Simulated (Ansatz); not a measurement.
**BAs: pressure series**

Start from BAs in the zinc blende structure (space group F-43m, No. 216; a = 4.7839 Å).

Cell and atoms are relaxed at each pressure.

All numbers come from Ansatz (a first-principles code) r2SCAN, spin-orbit coupling left out.

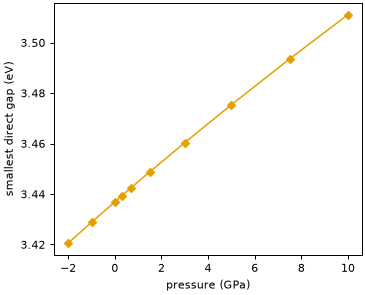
Fig. 1. Smallest direct gap against pressure

| pressure (GPa) | smallest direct gap |
|---|---|
| -2 | 3.42 eV |
| -1 | 3.43 eV |
| 0.3 | 3.44 eV |
| 0.7 | 3.44 eV |
| 1.5 | 3.45 eV |
| 3 | 3.46 eV |
| 5 | 3.48 eV |
| 7.5 | 3.49 eV |
| 10 | 3.51 eV |

Load acts through the strain it causes; cell and atoms are relaxed under it. Whether these cells are dynamically stable was not tested. No other phases were tried under pressure.
